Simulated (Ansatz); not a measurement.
NO2Si (SMILES [N]1O[Si]O1) (doublet)

Input file:

```
crystal:
  periodic: [false, false, false]
  atoms:
    - {symbol: "N", position_ang: [0.359322, 0.855416, 0.498794]}
    - {symbol: O, position_ang: [0.449912, -0.366605, -0.040052]}
    - {symbol: O, position_ang: [-0.695958, 1.353727, -0.156934]}
    - {symbol: Si, position_ang: [-0.933436, -0.114418, -1.102149]}
basis:
  gaussian:
    orbitals: def2-TZVPD
magnetization:
  spin_polarized: true
  initial_magnetization: 1
hamiltonian:
  xc: pbe0
output:
  forces: true
  orbitals: {seedname: orbitals}
```

Command:

```sh
ansatz run input.yaml --threads 1 --pin off --max-ram 2610MiB --events-out events.jsonl --progress --plain --runs-dir runs
```

Geometry: PBE0-D3(BJ)/def2-SVP.

Level of theory: isolated molecule in a Gaussian basis; Kohn-Sham density functional theory, functional PBE0 in Ansatz.

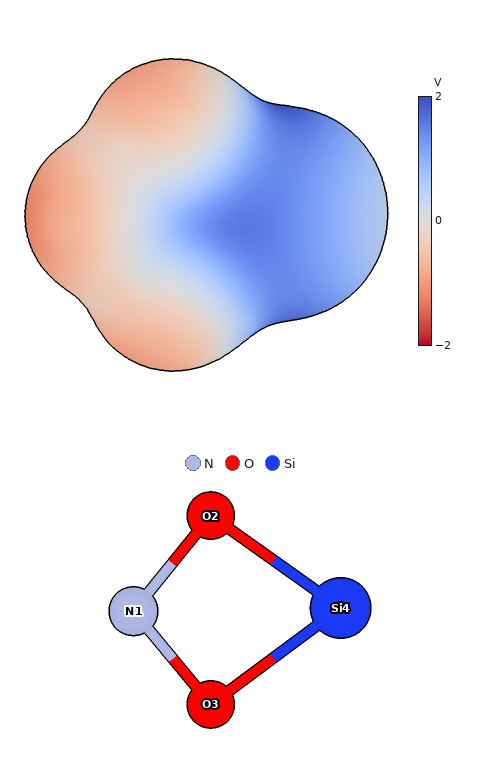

Figure 1. The electrostatic potential painted on the density surface at 0.002 e/bohr³, seen across its widest extent; red is negative and blue positive. The bare structure is drawn below in the same view.

**Where is the surface potential most negative and most positive?**

The most negative region (about −1.1 V, or −25 kcal/mol for a unit charge) lies over N1, the most positive (about +1.9 V, or +44 kcal/mol for a unit charge) over Si4. N1 is the likeliest acceptor of a hydrogen bond.

**How polar is the molecule by this calculation?**

Its dipole moment is 2.29 D.

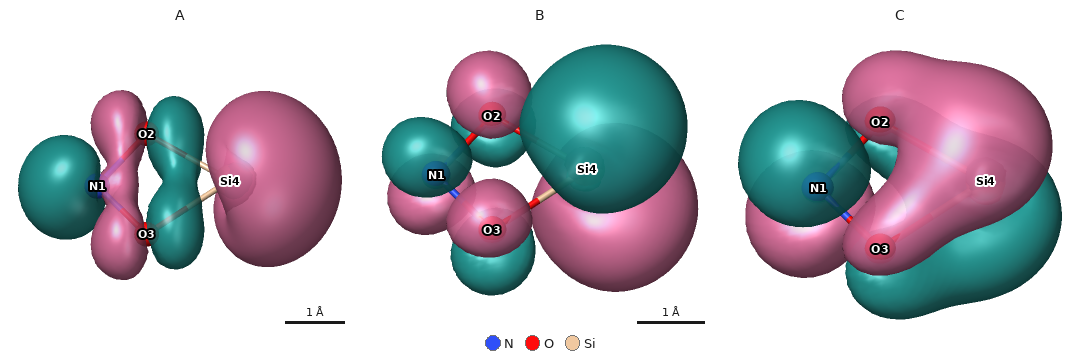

Figure 2. Three frontier orbitals at ±0.1 Å⁻³ᐟ² (teal and pink are the two phases), in no order.

**Order the three orbitals by energy and name them. All are α orbitals.**

A is the HOMO−1 (α) (−8.33 eV). By Hirshfeld shares it lies mainly on Si4 (about 55 %), N1 (about 20 %), O2 (about 15 %) and O3 (about 15 %); it is symmetric in the molecular plane (an in-plane orbital: σ, lone-pair or in-plane π type). C is the HOMO (α) (−6.89 eV). It lies mainly on N1 (about 45 %), Si4 (about 30 %), O2 (about 10 %) and O3 (about 10 %); it changes sign across the molecular plane (π type); π-bonding across O2–Si4 and O3–Si4. B is the LUMO (α) (−2.46 eV). Its weight (Hirshfeld) is mainly on Si4 (about 65 %), O2 (about 15 %), O3 (about 15 %) and N1 (about 10 %); it changes sign across the molecular plane (π type); π-antibonding (a node) across N1–O2 and N1–O3.

**What is the gap between the highest occupied and lowest empty α orbitals?**

4.43 eV between the orbital energies.

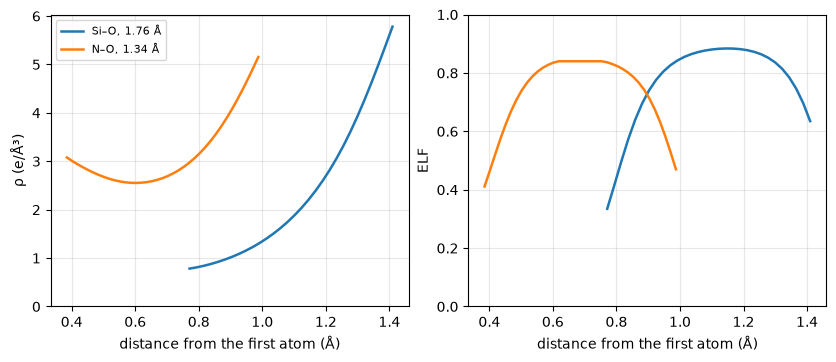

Figure 3. Electron density and ELF along straight lines between neighbouring atoms. The curves leave out the atomic cores.

**Compare the contacts.**

Si–O (1.76 Å): the density is about 0.97 e/Å³ at the midpoint; the ELF peaks at about 0.90 between the atoms; a polar covalent bond.
N–O (1.34 Å): ρ at the midpoint is about 2.6 e/Å³; the ELF peaks at about 0.85 between the atoms: a shared electron pair.
